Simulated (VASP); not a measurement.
Band structure of FeSe2 (space group Pnnm). Computed with PBEsol GGA, VASP's PBE PAW potentials (set 64) (plane waves; VASP).

The path is coarsely sampled, so an indirect gap can come out somewhat too large. The moments were started parallel, and other spin orders were not tried in this run.

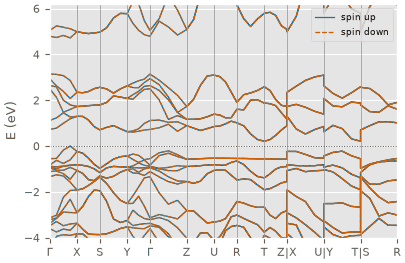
Fig. 1. Bands along high-symmetry lines, zero at the valence-band maximum or, without a gap, the Fermi level

Question: Read the plot: is there a gap, and where are the band edges?

Answer: The gap is indirect, 0.21 eV, from the valence maximum at Γ-X at 0.75 to the conduction minimum at T.

The structure comes from a measured FeSe2 entry of the Crystallography Open Database, whose conditions weren't checked. The cell was not relaxed at this level. The k-mesh is coarse (spacing up to 0.58 per Å, 2π included), so the numbers may not be converged in it.
